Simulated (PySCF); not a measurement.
# C₂H₁₀NSi₂ (doublet): what the fields show

Input file:

```
{"job": {"kind": "epr"}, "charge": 0, "multiplicity": 2}
C      0.417605     0.764555    -0.745886
N      1.186975    -0.164203    -0.054890
Si     2.580736     0.191932     0.930233
C     -0.940141     0.392791    -1.220069
Si    -2.176666     0.136301     0.208674
H      0.653209     1.815415    -0.552814
H      0.954065    -1.136080    -0.229456
H      3.076919    -1.120659     1.434654
H      2.217405     1.088199     2.071549
H      3.663687     0.877259     0.155747
H     -1.341010     1.175893    -1.882981
H     -0.918700    -0.537380    -1.820886
H     -1.705875    -0.971323     1.097340
H     -3.541973    -0.220047    -0.295498
H     -2.274252     1.387699     1.020924
```

Run with:

```sh
OMP_NUM_THREADS=1 python cluster_run.py task.json out
```

Geometry: PBE0-D3(BJ)/def2-SVP.

Level of theory: UKS B3LYP, IGLO-III on C N Si, pcH-1 on H, non-relativistic, mean-field spin-orbit, GIAO (PySCF 2.14.0, density-fitted response routines).

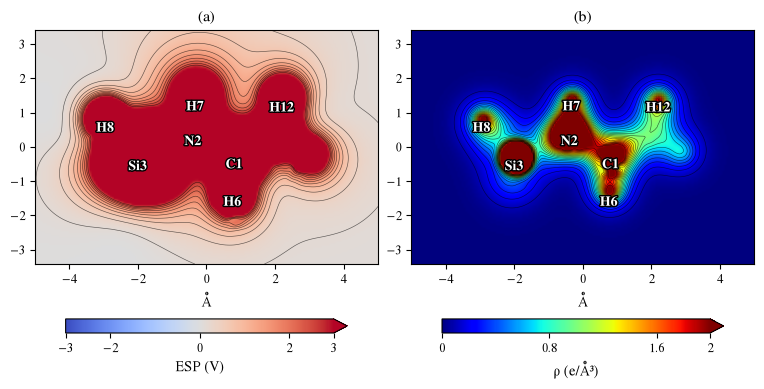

Figure 1. (a) electrostatic potential; (b) total electron density on the plane of atoms C1, N2 and H7.

**What do the fields say about this system?**

The section cuts through C, N, Si and H sites. C–N (1.39 Å): ρ is about 1.6 e/Å³ halfway. Si–N (1.74 Å): ρ is about 0.73 e/Å³ halfway. N–H (1.01 Å): ρ is about 6.2 e/Å³ halfway. C–H (1.09 Å): ρ at the midpoint is about 1.9 e/Å³. Si–H (1.49 Å): the density is about 0.93 e/Å³ at the midpoint. The potential has no marked negative region in this plane.

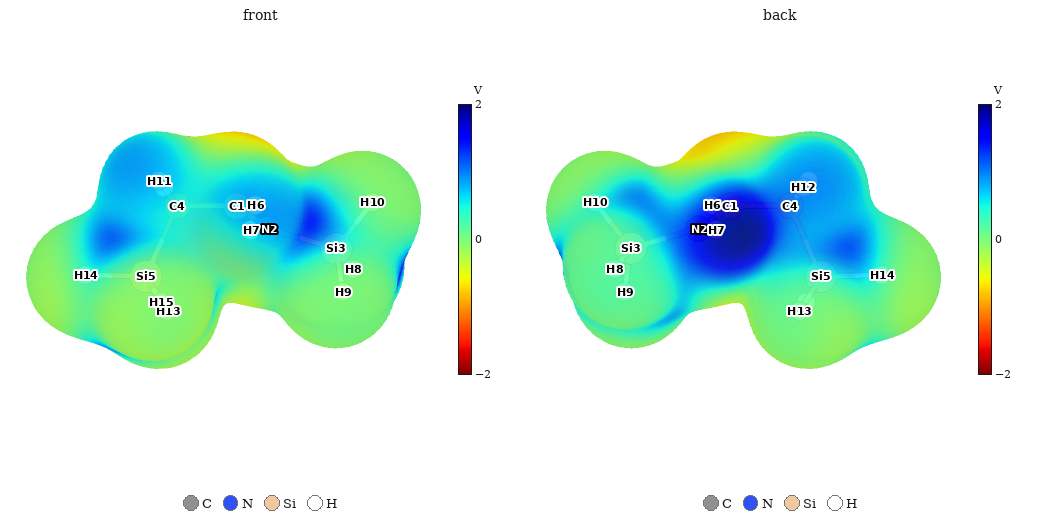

Figure 2. The molecular electrostatic potential painted on the density surface at 0.002 e/bohr³, seen from the front and from behind; the colour scale runs from red (negative) to blue (positive).

**Which sites attract a positive test charge, and which a negative one?**

A positive charge is drawn to the negative regions and a negative charge to the positive ones. The most negative region (about −0.7 V) lies over C1, the most positive (about +1.9 V) over H7.
